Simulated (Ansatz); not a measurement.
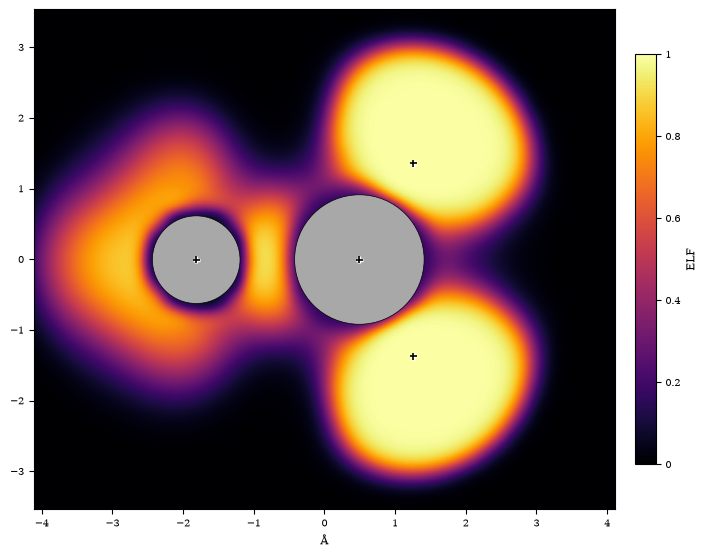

The electron localisation function on a plane through atoms (crosses mark nuclei in the plane; grey discs cover the cores).

Theory: Ansatz, RKS PBE0-D4/def2-TZVPP.

Candidates:
A. H6N3P (SMILES NP(N)N)
B. GaH4P (SMILES [PH2][GaH2])
C. B2H4O (SMILES BBO)

Which candidate gave the map?

Candidate B: GaH4P on the plane of atoms P1, Ga2 and H6, which holds P, Ga and H. Ga–P (2.31 Å): the ELF peaks at about 0.90 between the atoms (a shared electron pair). Ga–H (1.57 Å): the ELF climbs to about 1 towards the hydrogen.
